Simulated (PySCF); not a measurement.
SMILES C#CCC (C4H6), PBE0/def2-SVP optimised geometry. Atoms within 1.6 Å of the plane z = 1.2 Å (x, y, z in Å): C1 (1.64, 0.70, 0.00), C2 (0.43, 0.70, 0.00), C3 (-1.03, 0.67, -0.01), H5 (2.71, 0.70, 0.00), H6 (-1.39, 0.93, 1.00), H8 (-1.29, -1.48, 0.22).

Calculation: PBE0/def2-TZVP (PySCF).

Map of the log10 of the electron density (e/bohr³), floored at −4 on the plane z = 1.2 Å:

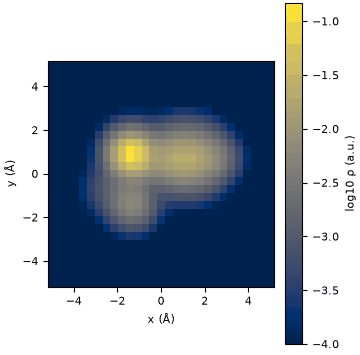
Figure: Log10 of the electron density (e/bohr³), floored at −4 on the plane z = 1.2 Å.
